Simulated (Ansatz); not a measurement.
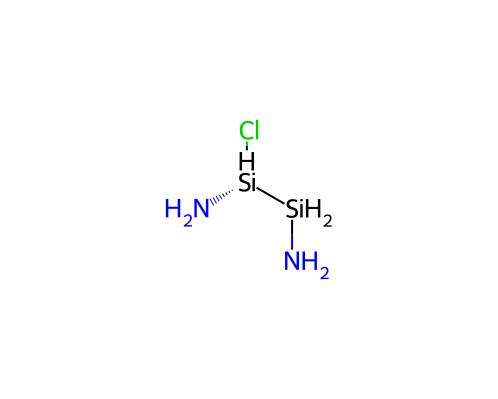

Simulated data, not a measurement (program: Ansatz).

Skeletal drawing of a molecule.

Question: Write the SMILES.

Answer: N[SiH2][Si@H](N)Cl

Question: What is the molecular formula?

Answer: ClH7N2Si2.

Question: An optimisation with PBE-D4/def2-SVP gave a structure of which point group?

Answer: C1.
